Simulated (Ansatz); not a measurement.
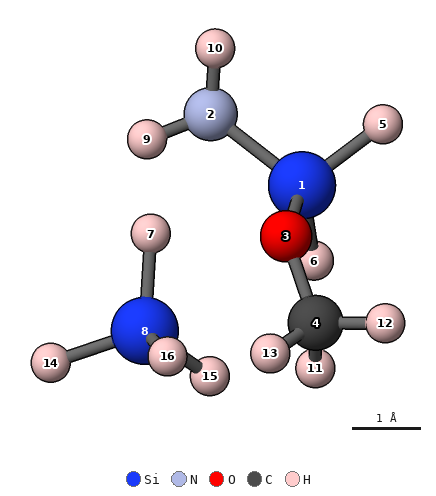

Figure 1. The input geometry (ball-and-stick view, seen at a tilt; atoms are numbered from 1 in the order of the input). Bond lengths as drawn: C–H 1.11 to 1.12 Å, C–O 1.39 Å, H–N 1.02 to 1.03 Å, H–Si 1.45 to 1.51 Å, N–Si 1.77 Å and O–Si 1.66 Å.

**Run report: CH11NOSi2, geometry relaxation (part 1 of 2)**

CH11NOSi2, computed with RKS LDA/def2-SVP (Ansatz 0.2.0).

It belongs to a series of runs on one base structure; here: end point A relaxed. Figures and captions count atoms from 1; the log counts them from 0 in places.

Output:
```
The last accepted step is kept in [file] (removed where the run ends without a failure and the disk answers)
Engine: ansatz 0.2.0, aarch64-unknown-linux-gnu
Functional definition: SPW92
  exchange = slater_x
  correlation = pw_c
1503 factors; their error is unknown
mean field evaluation 1: about -20385.2791 eV, gradient 7.8e1 eV
mean field evaluation 2: about -20340.4190 eV, gradient 1.5e2 eV
mean field evaluation 4: about -20397.8751 eV, gradient 1.3e1 eV
mean field evaluation 8: about -20398.2024 eV, gradient 3.0e-1 eV
mean field evaluation 16: about -20398.1058 eV, gradient 1.0e-3 eV
mean field -20398.10578110 eV, -749.6165611226 hartree, gradient 8.1e-5 eV, S^2 0.000000; 0 other end points of the search recorded, 0 dependent functions left out
the calculation of the forces begins
reference -20398.10582263 eV, -749.6165626490 hartree; 30, 30 occupied and 103, 103 virtual orbitals, 1503 factors
relax step   1: F+E_penalty+E_count = -20398.10578110 eV  Δ(F+E_penalty+E_count) = +0.000e0 eV  max|allowed force component| = 1.254e0 eV/Å  Δτ_max = 0.0000 Å  (29 SCF iters, accepted)
these checks for a lower state are left out or cut short: starts, cluster_reference, orbital_swaps, neighbouring_geometries, increment
1503 factors; their error is unknown
mean field -20398.18487417 eV, -749.6194677394 hartree, gradient 9.8e-6 eV, S^2 0.000000; 0 other end points of the search recorded, 0 dependent functions left out
[... from here on the field's lines of each further geometry are left out, up to the last ...]
relax step   2: F+E_penalty+E_count = -20398.18487417 eV  Δ(F+E_penalty+E_count) = -7.909e-2 eV  max|allowed force component| = 7.389e-1 eV/Å  Δτ_max = 0.1935 Å  (30 SCF iters, accepted)
relax step   3: F+E_penalty+E_count = -20398.19514963 eV  Δ(F+E_penalty+E_count) = -1.028e-2 eV  max|allowed force component| = 5.071e-1 eV/Å  Δτ_max = 0.1087 Å  (29 SCF iters, accepted)
relax step   4: F+E_penalty+E_count = -20398.21497871 eV  Δ(F+E_penalty+E_count) = -1.983e-2 eV  max|allowed force component| = 2.423e-1 eV/Å  Δτ_max = 0.0438 Å  (28 SCF iters, accepted)
relax step   5: F+E_penalty+E_count = -20398.21484115 eV  Δ(F+E_penalty+E_count) = +1.376e-4 eV  max|allowed force component| = 3.324e-1 eV/Å  Δτ_max = 0.2000 Å  (29 SCF iters, rejected (line search))
relax step   6: F+E_penalty+E_count = -20398.22419185 eV  Δ(F+E_penalty+E_count) = -9.213e-3 eV  max|allowed force component| = 1.441e-1 eV/Å  Δτ_max = 0.0982 Å  (29 SCF iters, accepted)
relax step   7: F+E_penalty+E_count = -20398.22897522 eV  Δ(F+E_penalty+E_count) = -4.783e-3 eV  max|allowed force component| = 1.403e-1 eV/Å  Δτ_max = 0.0975 Å  (28 SCF iters, accepted)
relax step   8: F+E_penalty+E_count = -20398.23317508 eV  Δ(F+E_penalty+E_count) = -4.200e-3 eV  max|allowed force component| = 1.128e-1 eV/Å  Δτ_max = 0.1439 Å  (29 SCF iters, accepted)
relax step   9: F+E_penalty+E_count = -20398.23558322 eV  Δ(F+E_penalty+E_count) = -2.408e-3 eV  max|allowed force component| = 1.825e-1 eV/Å  Δτ_max = 0.1222 Å  (30 SCF iters, accepted)
relax step  10: F+E_penalty+E_count = -20398.23921500 eV  Δ(F+E_penalty+E_count) = -3.632e-3 eV  max|allowed force component| = 1.152e-1 eV/Å  Δτ_max = 0.0496 Å  (29 SCF iters, accepted)
relax step  11: F+E_penalty+E_count = -20398.24143511 eV  Δ(F+E_penalty+E_count) = -2.220e-3 eV  max|allowed force component| = 4.377e-2 eV/Å  Δτ_max = 0.0404 Å  (29 SCF iters, accepted)
relax step  12: F+E_penalty+E_count = -20398.24151017 eV  Δ(F+E_penalty+E_count) = -7.506e-5 eV  max|allowed force component| = 1.054e-1 eV/Å  Δτ_max = 0.0568 Å  (29 SCF iters, accepted)
relax step  13: F+E_penalty+E_count = -20398.24238810 eV  Δ(F+E_penalty+E_count) = -8.779e-4 eV  max|allowed force component| = 3.789e-2 eV/Å  Δτ_max = 0.0225 Å  (29 SCF iters, accepted)
the calculation of the forces begins
reference -20398.24270219 eV, -749.6215928799 hartree; 30, 30 occupied and 103, 103 virtual orbitals, 1503 factors
relax step  14: F+E_penalty+E_count = -20398.24266069 eV  Δ(F+E_penalty+E_count) = -2.726e-4 eV  max|allowed force component| = 1.644e-2 eV/Å  Δτ_max = 0.0302 Å  (29 SCF iters, accepted)
1503 factors; their error is unknown
mean field evaluation 128: about -20398.2427 eV, gradient 1.0e-3 eV
```

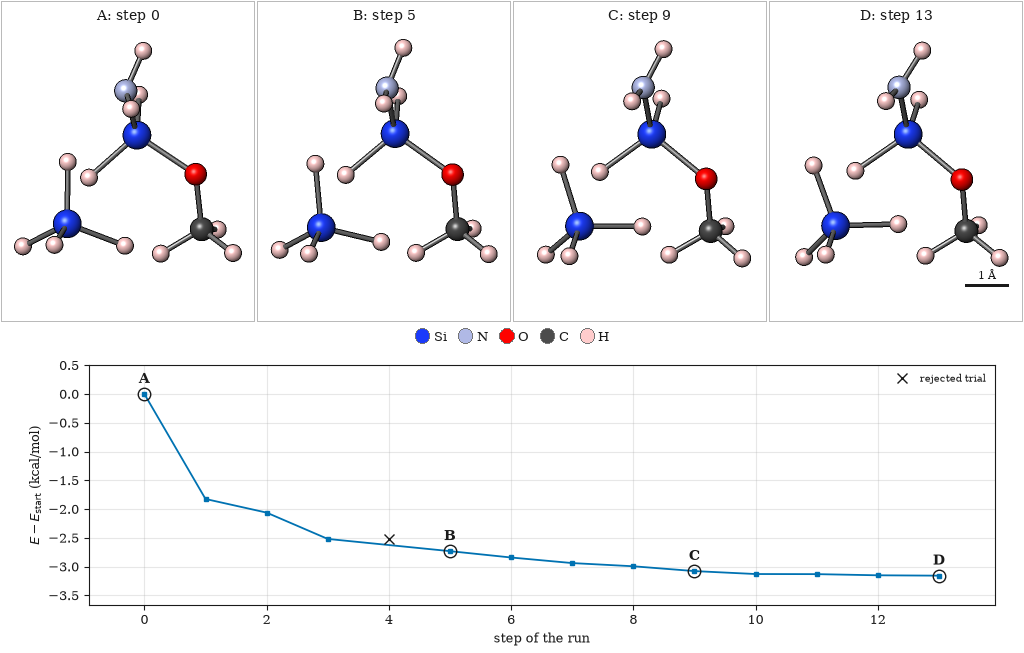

Figure 2. Frames of the relaxation (ball-and-stick view, seen at a tilt) above the curves, on which the letters mark them (the first geometry is step 0 here and step 1 in the log).

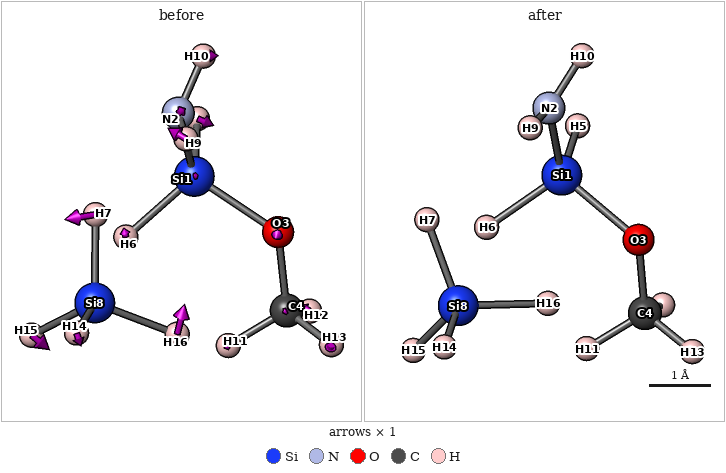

Figure 3. Before (left) and after (right) the relaxation, at one scale (ball-and-stick view, seen at a tilt). The pink arrows give the displacements, at true length. The largest move after the best rigid fit is that of H7, 0.55 Å. Largest moves by element: H 0.55 Å, O 0.21 Å, N 0.18 Å, C 0.09 Å, Si 0.09 Å. Distances before and after: Si1–N2 1.774 → 1.704 Å, H7–Si8 1.454 → 1.508 Å, Si1–O3 1.664 → 1.672 Å. Among the angles that change: Si1–N2–H10 116.3° → 121.0°, Si1–N2–H9 117.2° → 120.6°, O3–Si1–H5 112.7° → 110.1°. Over 13 geometry steps the energy falls by 3.16 kcal/mol. Largest force component: 1.3 eV/Å at the start, 0.016 eV/Å at the end. The line search rejected the trial step at point 4 (counted from 0) and went back. (Atoms are counted from 1 in the order of the input.)

```
mean field -20398.24266069 eV, -749.6215913547 hartree, gradient 2.1e-5 eV, S^2 0.000000; 1 other end points of the search recorded, 0 dependent functions left out
the calculation of the forces begins
reference -20398.24270219 eV, -749.6215928799 hartree; 30, 30 occupied and 103, 103 virtual orbitals, 1503 factors
Total energy: -20398.24270219 eV, -749.6215928799 hartree
Atom 0 at     1.099948     0.409479    -0.782869 Å, force    -0.010525    -0.002803     0.004131 eV/Å
Atom 1 at     1.961746    -1.039259    -0.532167 Å, force     0.002333     0.001990     0.005430 eV/Å
Atom 2 at    -0.389691     0.159816    -1.499804 Å, force     0.016440    -0.003553     0.013894 eV/Å
Atom 3 at    -1.407661     1.104225    -1.432661 Å, force    -0.004365    -0.000553    -0.007703 eV/Å
Atom 4 at     1.956815     1.285503    -1.658921 Å, force    -0.002480    -0.001107     0.000805 eV/Å
Atom 5 at     0.815684     1.083913     0.543788 Å, force     0.000607     0.003147    -0.009384 eV/Å
Atom 6 at     0.851232    -1.128811     2.197504 Å, force     0.000810    -0.001390    -0.003326 eV/Å
Atom 7 at    -0.616054    -0.783476     2.148747 Å, force    -0.005009    -0.005564    -0.002797 eV/Å
Atom 8 at     1.623193    -1.739466     0.134772 Å, force    -0.001142     0.000986    -0.000326 eV/Å
Atom 9 at     2.532711    -1.448305    -1.275459 Å, force     0.000165    -0.001641    -0.004548 eV/Å
Atom 10 at    -1.578073     1.474683    -0.387767 Å, force     0.001428    -0.004560     0.005468 eV/Å
Atom 11 at    -1.208491     1.999310    -2.072580 Å, force    -0.000825     0.006324    -0.003283 eV/Å
Atom 12 at    -2.360659     0.650165    -1.784531 Å, force    -0.002967     0.005204    -0.001286 eV/Å
Atom 13 at    -1.377849    -1.779498     2.983013 Å, force     0.001074     0.003400     0.000816 eV/Å
Atom 14 at    -0.819228     0.599612     2.700847 Å, force     0.000268     0.003779     0.002742 eV/Å
Atom 15 at    -1.083426    -0.847591     0.718087 Å, force     0.004190    -0.003659    -0.000632 eV/Å
Dipole moment:     0.007048    -0.101455    -0.036110 e Å
```

Trajectory as extended XYZ (Å, eV, eV/Å), 14 frames, from step=1 to step=14:
```
16
Properties=species:S:1:pos:R:3:forces:R:3 step=1 energy=-20398.10578
Si    1.1167    0.4663   -0.7209    0.6459  -1.1595   0.2569
N     1.9195   -1.0739   -0.3618   -0.5366   1.2544  -0.4606
O    -0.2625    0.2602   -1.6279    0.0258  -0.0037   0.0127
C    -1.4053    1.0439   -1.5114   -0.0421  -0.0149  -0.0407
H     2.1626    1.2826   -1.4313   -0.0073  -0.0043  -0.0111
H     0.6625    1.1642    0.5429    0.0085  -0.0087   0.0053
H     0.7607   -1.1165    1.6561    0.8472  -0.2763  -0.1426
Si   -0.5629   -0.7435    2.1275   -0.9824   0.2636   0.3631
H     1.3267   -1.8499   -0.0513    0.0193  -0.0571  -0.0121
H     2.6272   -1.3856   -1.0362   -0.0208  -0.0082   0.0094
H    -1.5702    1.4089   -0.4651    0.0099  -0.0002   0.0090
H    -1.3735    1.9390   -2.1783    0.0028   0.0048  -0.0006
H    -2.2996    0.4453   -1.7993    0.0121   0.0173   0.0056
H    -1.1405   -1.8351    2.9909    0.0029  -0.0092  -0.0005
H    -0.4908    0.5290    2.9249    0.0048   0.0098   0.0012
H    -1.4703   -0.5346    0.9412    0.0100  -0.0078   0.0049
16
Properties=species:S:1:pos:R:3:forces:R:3 step=2 energy=-20398.18487
Si    1.1560    0.4682   -0.7862    0.4798  -0.7099   0.1665
N     1.9737   -1.0458   -0.4866   -0.4908   0.7389  -0.1946
O    -0.2363    0.2653   -1.6741   -0.0461   0.0133   0.0112
C    -1.3817    1.0429   -1.5364    0.0085  -0.0257  -0.0197
H     2.1869    1.2999   -1.4992   -0.0202   0.0544  -0.0234
H     0.7127    1.1450    0.4942   -0.0093  -0.0369   0.0162
H     0.7091   -1.1525    1.8390    0.2883  -0.0932  -0.1053
Si   -0.6597   -0.7557    2.2687   -0.2617   0.0798   0.0247
H     1.4031   -1.8379   -0.1705    0.0563  -0.0309   0.0387
H     2.6725   -1.3370   -1.1786   -0.0239  -0.0164   0.0425
H    -1.5352    1.3976   -0.4844    0.0127   0.0000   0.0020
H    -1.3612    1.9448   -2.1948   -0.0026   0.0042   0.0026
H    -2.2775    0.4446   -1.8188    0.0051   0.0056  -0.0016
H    -1.2428   -1.8517    3.1208   -0.0234   0.0258   0.0196
H    -0.5834    0.5263    3.0499   -0.0149  -0.0017   0.0113
H    -1.5360   -0.5537    1.0570    0.0419  -0.0074   0.0093
16
Properties=species:S:1:pos:R:3:forces:R:3 step=3 energy=-20398.19515
Si    1.1543    0.4828   -0.7789   -0.0725  -0.1790   0.0254
N     1.8928   -1.0310   -0.5182    0.1843  -0.5071   0.1393
O    -0.2213    0.2694   -1.6836   -0.1108   0.0014  -0.0654
C    -1.3658    1.0319   -1.5300   -0.0947   0.1709  -0.0316
H     2.1459    1.3657   -1.4857    0.0822  -0.0539   0.0290
H     0.6828    1.1251    0.5099    0.0149  -0.0008   0.0255
H     0.7501   -1.2047    1.8475    0.0540  -0.0151   0.0225
Si   -0.6317   -0.7598    2.2372   -0.0734   0.0235  -0.0062
H     1.3880   -1.8168   -0.0650    0.2175   0.5035  -0.2368
H     2.6123   -1.3674   -1.1688   -0.0784   0.0540   0.1157
H    -1.5024    1.3761   -0.4717   -0.0627   0.0097  -0.0011
H    -1.3562    1.9442   -2.1758   -0.0380   0.0083   0.0015
H    -2.2611    0.4344   -1.8108   -0.0462  -0.0095   0.0008
H    -1.2685   -1.8112    3.1067   -0.0028  -0.0061  -0.0016
H    -0.5594    0.5361    2.9952    0.0171   0.0077  -0.0115
H    -1.4595   -0.5746    0.9922    0.0097  -0.0076  -0.0054
16
Properties=species:S:1:pos:R:3:forces:R:3 step=4 energy=-20398.21498
Si    1.1448    0.4578   -0.7694    0.0437  -0.0840   0.0204
N     1.9317   -1.0365   -0.5070   -0.0275  -0.2371   0.0329
O    -0.2445    0.2579   -1.6625   -0.0876   0.0292  -0.0102
C    -1.3831    1.0405   -1.5238   -0.0212   0.0524  -0.0150
H     2.1530    1.3262   -1.4731    0.0047   0.0069  -0.0019
H     0.6911    1.1018    0.5255    0.0014  -0.0061   0.0029
H     0.7546   -1.1886    1.8458   -0.0507   0.0040   0.0249
Si   -0.6382   -0.7484    2.2265    0.0491  -0.0094  -0.0222
H     1.4184   -1.8304   -0.0935    0.1480   0.2423  -0.0975
H     2.6470   -1.3486   -1.1725   -0.0481   0.0223   0.0736
H    -1.5296    1.3967   -0.4707   -0.0098   0.0003  -0.0063
H    -1.3611    1.9447   -2.1805    0.0019  -0.0069   0.0063
H    -2.2841    0.4497   -1.8038   -0.0110  -0.0070  -0.0028
H    -1.2696   -1.8058    3.0927   -0.0148   0.0018   0.0041
H    -0.5645    0.5471    2.9856   -0.0010   0.0040  -0.0096
H    -1.4656   -0.5638    0.9806    0.0227  -0.0126   0.0004
16
Properties=species:S:1:pos:R:3:forces:R:3 step=5 energy=-20398.21484 accepted=F
Si    1.1078    0.4188   -0.7974    0.0932   0.0164  -0.0720
N     1.9460   -1.0465   -0.5657   -0.2311   0.3324   0.0871
O    -0.3355    0.1979   -1.6065   -0.0267   0.0628   0.1087
C    -1.4104    1.0761   -1.4902    0.0235  -0.0534  -0.0640
H     2.0507    1.3023   -1.5829   -0.0617  -0.0267   0.0600
H     0.7384    1.0623    0.5248   -0.0517   0.0233  -0.0161
H     0.7571   -1.3018    1.9993    0.0975  -0.0173  -0.0334
Si   -0.6355   -0.7799    2.2057   -0.1442   0.1116   0.0330
H     1.5439   -1.7906    0.0108    0.1864  -0.1252  -0.1003
H     2.7383   -1.2863   -1.1598    0.0210  -0.2460   0.0114
H    -1.5643    1.4296   -0.4368    0.0059  -0.0263   0.0016
H    -1.2830    1.9895   -2.1263   -0.0610  -0.0827   0.0159
H    -2.3457    0.5558   -1.8087    0.0811   0.1122   0.0072
H    -1.3839   -1.7237    3.1102    0.0089  -0.0091  -0.0105
H    -0.5803    0.5826    2.8440    0.0197  -0.0434  -0.0122
H    -1.3434   -0.6857    0.8796    0.0393  -0.0288  -0.0163
```
